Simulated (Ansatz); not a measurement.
## Run report: SiH₃F₂, geometry relaxation (part 2 of 2)

The same run, continued: SiH₃F₂, multiplicity 2; UKS PBE/def2-SVP (Ansatz 0.2.0). It belongs to a series of runs on one base structure; here: end point A relaxed.

Geometry of the input (Å):
```
Si 0.0032  0.0000  -0.0811
F  0.0316  -0.0000  1.5364
H  1.4171  0.0000  -0.5735
H  -0.7125  1.2306  -0.5442
H  -0.7125  -1.2306  -0.5442
F  -0.0256  0.0000  3.8681
```

### Trajectory as extended XYZ, continued
```
6
Properties=species:S:1:pos:R:3:forces:R:3 step=8 energy=-13341.70648
Si    0.0798    0.0000    0.0446    0.1124   0.0000   0.1283
F     0.7584    0.0000    1.5684   -0.0581   0.0000  -0.1397
H     1.2626    0.0000   -0.8910   -0.1179   0.0000   0.0558
H    -0.7454    1.2384   -0.1408    0.0356  -0.0373   0.0639
H    -0.7454   -1.2384   -0.1408    0.0356   0.0373   0.0639
F    -0.6085    0.0000    3.2211   -0.0076   0.0000  -0.1723
6
Properties=species:S:1:pos:R:3:forces:R:3 step=9 energy=-13341.75284
Si    0.0854    0.0000    0.0816    0.0307   0.0000   0.0627
F     0.8414    0.0000    1.5675    0.0436   0.0000  -0.0447
H     1.2236    0.0000   -0.9052   -0.0942   0.0000   0.0414
H    -0.7421    1.2407   -0.0585    0.0267  -0.0261   0.0431
H    -0.7421   -1.2407   -0.0585    0.0267   0.0261   0.0431
F    -0.6648    0.0000    3.0345   -0.0336   0.0000  -0.1456
6
Properties=species:S:1:pos:R:3:forces:R:3 step=10 energy=-13341.79767
Si    0.0860    0.0000    0.1295    0.0483   0.0000   0.0296
F     0.9379    0.0000    1.5687   -0.0364   0.0000  -0.0316
H     1.1695    0.0000   -0.9133   -0.0240   0.0000   0.0214
H    -0.7342    1.2447    0.0140   -0.0009  -0.0050   0.0758
H    -0.7342   -1.2447    0.0140   -0.0009   0.0050   0.0758
F    -0.7235    0.0000    2.8486    0.0138   0.0000  -0.1710
6
Properties=species:S:1:pos:R:3:forces:R:3 step=11 energy=-13341.83131
Si    0.0891    0.0000    0.1575   -0.2024   0.0000   0.0518
F     0.9909    0.0000    1.5655    0.1927   0.0000   0.0838
H     1.1515    0.0000   -0.9086   -0.0586   0.0000   0.0150
H    -0.7413    1.2421    0.0951    0.0561   0.0043  -0.0373
H    -0.7413   -1.2421    0.0951    0.0561  -0.0043  -0.0373
F    -0.7475    0.0000    2.6567   -0.0439   0.0000  -0.0761
6
Properties=species:S:1:pos:R:3:forces:R:3 step=12 energy=-13341.85762
Si    0.0622    0.0000    0.2147    0.1258   0.0000   0.5262
F     1.0791    0.0000    1.5859   -0.2432   0.0000  -0.3806
H     1.0822    0.0000   -0.8942    0.0553   0.0000   0.0313
H    -0.7228    1.2701    0.1430   -0.0098  -0.0545  -0.0249
H    -0.7228   -1.2701    0.1431   -0.0098   0.0545  -0.0249
F    -0.7765    0.0000    2.4689    0.0816   0.0000  -0.1270
6
Properties=species:S:1:pos:R:3:forces:R:3 step=13 energy=-13341.95024
Si    0.0345    0.0000    0.3000   -0.7505   0.0000   1.0191
F     1.1379    0.0000    1.5557    0.8350   0.0000  -0.0705
H     1.0305    0.0000   -0.8358    0.2450   0.0000  -0.1886
H    -0.7122    1.2887    0.1837   -0.0488   0.0348  -0.2094
H    -0.7122   -1.2887    0.1837   -0.0488  -0.0348  -0.2094
F    -0.7772    0.0000    2.2740   -0.2318   0.0000  -0.3412
6
Properties=species:S:1:pos:R:3:forces:R:3 step=14 energy=-13342.44842
Si   -0.0171    0.0000    0.4074   -0.4703   0.0000   3.6320
F     1.2648    0.0000    1.5341    0.5570   0.0000  -1.2369
H     0.9830    0.0000   -0.7533    0.2950   0.0000  -0.4502
H    -0.7236    1.3041    0.1757    0.0585   0.1483  -0.4168
H    -0.7236   -1.3041    0.1757    0.0585  -0.1483  -0.4168
F    -0.7821    0.0000    2.1219   -0.4986   0.0000  -1.1113
6
Properties=species:S:1:pos:R:3:forces:R:3 step=15 energy=-13343.27991
Si   -0.0784    0.0000    0.5625   -0.8037   0.0000   4.2329
F     1.3831    0.0000    1.4360   -0.3276   0.0000  -1.2526
H     0.8912    0.0000   -0.6685    0.4664   0.0000  -0.8129
H    -0.6637    1.3369    0.1026    0.2913  -0.1990  -0.2223
H    -0.6637   -1.3369    0.1026    0.2913   0.1990  -0.2223
F    -0.8672    0.0000    2.1263    0.0822   0.0000  -1.7227
6
Properties=species:S:1:pos:R:3:forces:R:3 step=16 energy=-13343.52488
Si   -0.1298    0.0000    0.7500    1.8483   0.0000  -4.0489
F     1.4166    0.0000    1.3510   -0.0842   0.0000  -0.2766
H     0.8497    0.0000   -0.6406    0.1623   0.0000  -0.6089
H    -0.6175    1.3282    0.0723    0.4803  -0.6251   0.2239
H    -0.6175   -1.3282    0.0724    0.4803   0.6251   0.2239
F    -0.9001    0.0000    2.0563   -2.8870   0.0000   4.4865
6
Properties=species:S:1:pos:R:3:forces:R:3 step=17 energy=-13343.96888
Si   -0.2095    0.0012    0.8088    0.3214   0.0209  -0.2013
F     1.3736    0.0021    1.2545   -0.0611   0.0000   0.2481
H     0.9115   -0.0079   -0.7415    0.1239   0.0001  -0.5143
H    -0.5404    1.2604    0.0578   -0.0898  -0.0036   0.2122
H    -0.5353   -1.2554    0.0514   -0.0992  -0.0092   0.2180
F    -0.9984   -0.0003    2.2305   -0.1953  -0.0081   0.0374
6
Properties=species:S:1:pos:R:3:forces:R:3 step=18 energy=-13344.01807
Si   -0.1766    0.0063    0.8176    0.0446   0.0254  -0.0147
F     1.3783    0.0098    1.3171    0.0631  -0.0005   0.1452
H     0.8247   -0.0288   -0.8246    0.1202  -0.0012  -0.3690
H    -0.5001    1.2760    0.0857   -0.0579   0.0058   0.1196
H    -0.4851   -1.2577    0.0655   -0.0705  -0.0160   0.1383
F    -1.0399   -0.0056    2.2002   -0.0996  -0.0136  -0.0194
6
Properties=species:S:1:pos:R:3:forces:R:3 step=19 energy=-13344.08041
Si   -0.1797    0.0099    0.8564    0.0270  -0.0621   0.2501
F     1.3792    0.0115    1.3647   -0.3124   0.0116  -0.0726
H     0.8667   -0.0334   -1.0129    0.0881   0.0043  -0.1745
H    -0.4914    1.2865    0.1265    0.0287  -0.1026   0.0996
H    -0.4776   -1.2648    0.1117    0.0243   0.1300   0.1076
F    -1.0958   -0.0097    2.2150    0.1444   0.0189  -0.2102
6
Properties=species:S:1:pos:R:3:forces:R:3 step=20 energy=-13344.11483
Si   -0.2086    0.0048    0.8992    0.2922   0.1122   0.5805
F     1.3579    0.0113    1.3701   -0.2514  -0.0057   0.0327
H     0.9504   -0.0296   -1.1890    0.0829   0.0045  -0.1512
H    -0.4840    1.2584    0.1750   -0.1069   0.3121  -0.1787
H    -0.4735   -1.2384    0.1669   -0.1280  -0.4275  -0.2406
F    -1.1408   -0.0064    2.2392    0.1112   0.0045  -0.0426
6
Properties=species:S:1:pos:R:3:forces:R:3 step=21 energy=-13344.15644
Si   -0.2387    0.0024    0.9484    0.1175   0.0171  -0.0538
F     1.3334    0.0098    1.3814   -0.1328  -0.0165   0.1243
H     1.0643   -0.0193   -1.3469    0.0556   0.0014  -0.1078
H    -0.5004    1.2668    0.1947   -0.0840  -0.0293   0.0388
H    -0.4975   -1.2608    0.1897   -0.0719   0.0360   0.0630
F    -1.1598    0.0011    2.2941    0.1155  -0.0086  -0.0646
6
Properties=species:S:1:pos:R:3:forces:R:3 step=22 energy=-13344.18151
Si   -0.2539    0.0024    0.9762   -0.0345  -0.0339  -0.0364
F     1.3144    0.0014    1.4105   -0.0338   0.0095   0.0547
H     1.1874   -0.0058   -1.5040    0.0291  -0.0004  -0.0601
H    -0.5421    1.2559    0.2194    0.0015   0.0223   0.0028
H    -0.5432   -1.2590    0.2324    0.0020  -0.0102  -0.0071
F    -1.1612    0.0051    2.3268    0.0356   0.0127   0.0461
6
Properties=species:S:1:pos:R:3:forces:R:3 step=23 energy=-13344.19303
Si   -0.2776    0.0001    1.0080   -0.0052  -0.0043  -0.0301
F     1.2903    0.0000    1.4429   -0.0163   0.0013   0.0231
H     1.2923   -0.0005   -1.6639    0.0133  -0.0005  -0.0295
H    -0.5623    1.2534    0.2472   -0.0001  -0.0009   0.0098
H    -0.5662   -1.2613    0.2622    0.0011   0.0014   0.0057
F    -1.1750    0.0083    2.3650    0.0073   0.0029   0.0210
6
Properties=species:S:1:pos:R:3:forces:R:3 step=24 energy=-13344.19707
Si   -0.2968   -0.0008    1.0341    0.0266   0.0196   0.1179
F     1.2692    0.0009    1.4806   -0.0400  -0.0055  -0.0227
H     1.3744   -0.0018   -1.8099    0.0045  -0.0002  -0.0106
H    -0.5756    1.2547    0.2752   -0.0105  -0.0058  -0.0008
H    -0.5779   -1.2615    0.2851   -0.0104   0.0003   0.0059
F    -1.1919    0.0085    2.3963    0.0297  -0.0085  -0.0898
6
Properties=species:S:1:pos:R:3:forces:R:3 step=25 energy=-13344.19814
Si   -0.3013    0.0003    1.0494   -0.0031  -0.0009  -0.0039
F     1.2635    0.0011    1.4945   -0.0012  -0.0004   0.0050
H     1.4081   -0.0029   -1.8748    0.0021  -0.0001  -0.0053
H    -0.5813    1.2549    0.2899    0.0004   0.0014  -0.0022
H    -0.5832   -1.2599    0.2997    0.0011   0.0006  -0.0006
F    -1.2045    0.0065    2.4027    0.0006  -0.0005   0.0071
6
Properties=species:S:1:pos:R:3:forces:R:3 step=26 energy=-13344.19841
Si   -0.3070    0.0005    1.0607   -0.0035   0.0138  -0.0122
F     1.2570    0.0011    1.5082    0.0013   0.0011   0.0062
H     1.4362   -0.0039   -1.9287    0.0005  -0.0001  -0.0021
H    -0.5855    1.2555    0.2999    0.0023  -0.0076   0.0070
H    -0.5864   -1.2586    0.3093   -0.0016  -0.0085  -0.0046
F    -1.2128    0.0053    2.4121    0.0011   0.0013   0.0057
6
Properties=species:S:1:pos:R:3:forces:R:3 step=27 energy=-13344.19646 accepted=F
Si   -0.3152    0.0044    1.0768    0.0036  -0.3055   0.0102
F     1.2467    0.0053    1.5317    0.0015  -0.0034   0.0011
H     1.4769   -0.0051   -2.0115   -0.0015   0.0001   0.0016
H    -0.5883    1.2506    0.3220   -0.0369   0.1650  -0.1024
H    -0.5926   -1.2631    0.3174    0.0332   0.1471   0.0904
F    -1.2261    0.0079    2.4250    0.0001  -0.0033  -0.0009
6
Properties=species:S:1:pos:R:3:forces:R:3 step=28 energy=-13344.19849
Si   -0.3105    0.0006    1.0681   -0.0014   0.0013   0.0023
F     1.2520    0.0018    1.5212   -0.0005  -0.0010   0.0001
H     1.4543   -0.0045   -1.9690   -0.0005   0.0000  -0.0003
H    -0.5869    1.2559    0.3082    0.0008  -0.0008  -0.0024
H    -0.5878   -1.2590    0.3155    0.0016   0.0016  -0.0004
F    -1.2197    0.0052    2.4175    0.0001  -0.0011   0.0007
```

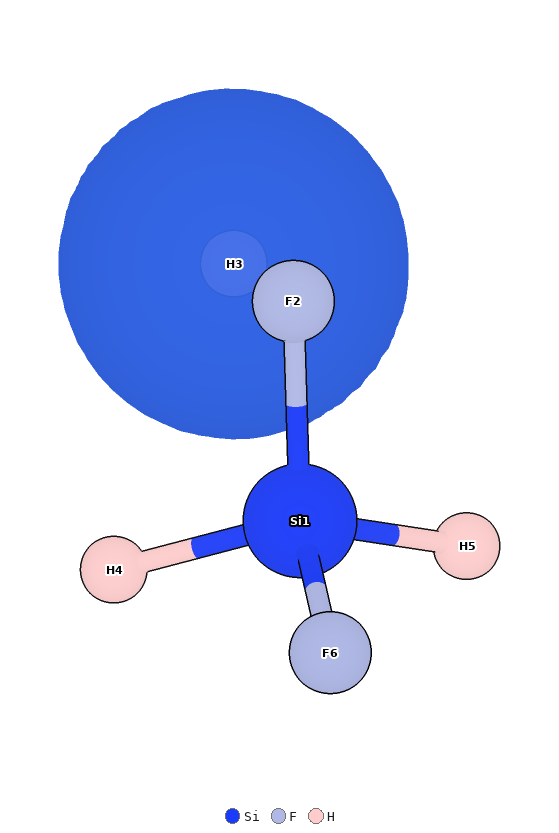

**Figure 1.** Isosurface of the spin density at +0.02 e/Å³ (blue), seen at an oblique angle. The unpaired spin (1 electron) lies mostly on H3 (about 1.0), in electrons by Hirshfeld's partition.

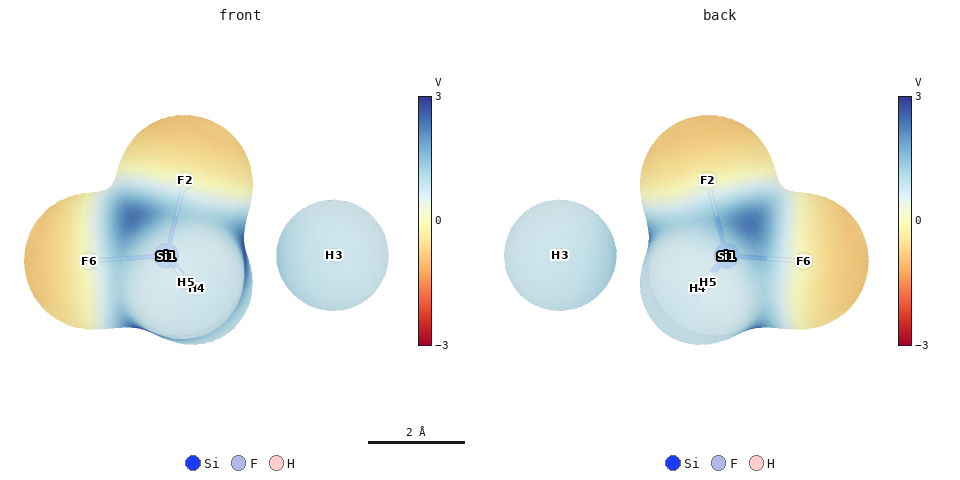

**Figure 2.** The electrostatic potential painted on the density surface at 0.004 e/bohr³, seen face on and from behind; the colour scale runs from red (negative) to blue (positive). A positive charge is drawn to the negative regions and a negative charge to the positive ones.

### Key numbers

| quantity | value |
| --- | --- |
| outcome | converged |
| total energy | −13344.1985 eV |
| mean-field energy | −13344.1985 eV |
| ⟨S²⟩ | 0.750 |
| largest force (length of the vector) at the end | 0.003 eV/Å |
| wall time | 71 s |
| peak memory | 0.13 GiB |
